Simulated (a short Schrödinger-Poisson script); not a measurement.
System: MOS inversion layer, SiO2 on p-type Si(100), at 300 K.

```csv
layer,material,thickness (nm),Na (cm⁻³)
1,SiO2,3,-
2,Si,310,1.9e18
```

The device is made up for the run: typed textbook-type constants, with dimensions and the other settings drawn at random. SiO2: permittivity 3.9, conduction-band edge (eV) 3.15, gap (eV) 9, electron mass (mₑ) 0.5. Si: permittivity 11.7, conduction-band edge (eV) 0, gap (eV) 1.124, Nv at 300 K (cm⁻³) 3.1e19.

Channel valleys (confinement mass, in-plane density-of-states mass, number): Δ2 0.916, 0.19, 2; Δ4 0.19, 0.417, 4. At the gate the conduction-band edge of layer 1 lies 3.36 eV − eVg above the Fermi level of the channel; the field vanishes at the back. Gaps are held at their typed values at every temperature. Mesh 0.03 nm at interfaces.

From a short Schrödinger-Poisson script (our own, NumPy): 1D Poisson equation in equilibrium, electrons quantum, Hartree (BenDaniel-Duke, 12 states a valley, the channel's in-plane mass for all, wave functions ending at the dielectric), parabolic valleys, classical holes, full ionisation, no traps, pinning or gate leakage.

Only gate voltages with over 1e8 electrons/cm² are shown.

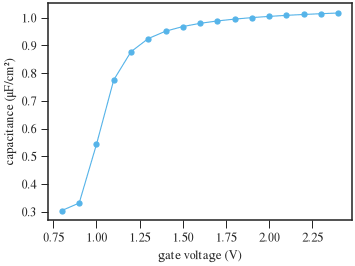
Figure. Quasi-static capacitance against gate voltage

| Vg (V) | electrons (cm⁻²) | C (μF/cm²) | Δ2 E0 (meV) | Δ2 E1 (meV) | Δ4 E0 (meV) | Δ4 E1 (meV) |
|---|---|---|---|---|---|---|
| 0.8 | 8.92e8 | 0.304 | 221.4 | 322.5 | 314.7 | 477.6 |
| 0.9 | 1.28e10 | 0.331 | 152.3 | 256.3 | 248.2 | 416.2 |
| 1 | 1.24e11 | 0.543 | 93.0 | 199.7 | 191.5 | 363.7 |
| 1.1 | 4.60e11 | 0.775 | 57.9 | 166.9 | 158.7 | 333.5 |
| 1.2 | 9.38e11 | 0.877 | 38.1 | 149.0 | 141.0 | 317.4 |
| 1.3 | 1.48e12 | 0.925 | 24.7 | 137.6 | 129.8 | 307.4 |
| 1.4 | 2.04e12 | 0.951 | 14.5 | 129.3 | 121.7 | 300.2 |
| 1.5 | 2.63e12 | 0.968 | 6.1 | 122.7 | 115.3 | 294.8 |
| 1.6 | 3.23e12 | 0.980 | -1.1 | 117.3 | 110.1 | 290.3 |
| 1.7 | 3.83e12 | 0.988 | -7.5 | 112.7 | 105.7 | 286.6 |
| 1.8 | 4.45e12 | 0.995 | -13.3 | 108.6 | 101.8 | 283.4 |
| 1.9 | 5.06e12 | 1.00 | -18.7 | 104.9 | 98.3 | 280.5 |
| 2 | 5.68e12 | 1.00 | -23.8 | 101.5 | 95.1 | 278.0 |
| 2.1 | 6.31e12 | 1.01 | -28.6 | 98.4 | 92.1 | 275.6 |
| 2.2 | 6.93e12 | 1.01 | -33.2 | 95.5 | 89.4 | 273.5 |
| 2.3 | 7.56e12 | 1.01 | -37.6 | 92.7 | 86.8 | 271.5 |
| 2.4 | 8.19e12 | 1.02 | -41.9 | 90.1 | 84.3 | 269.6 |

Subbands count from the Fermi level.
